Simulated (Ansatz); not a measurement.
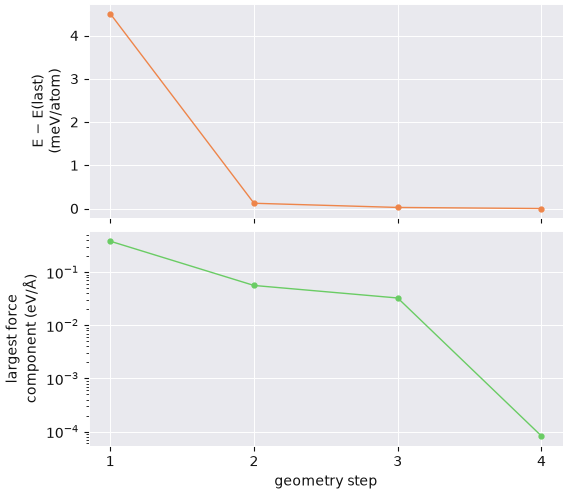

History of a geometry optimisation. Only the atoms move.

System: Hf7TiO16 (defect cell, 24 atoms in the cell).
Method: DFT, PBE, plane-wave PAW, default files, scalar-relativistic (Ansatz 0.2.0); cutoff 420 eV, 3×3×3 k-mesh, Fermi–Dirac smearing of 0.01 eV.

How did it end, and what did it gain?

Answer. The optimisation met its thresholds at geometry 4, counting the start as the first. The energy fell by about 4.5 meV/atom from the first step to the last. The largest force component goes from about 0.38 eV/Å at the start to 8 × 10⁻⁵ eV/Å at the end.
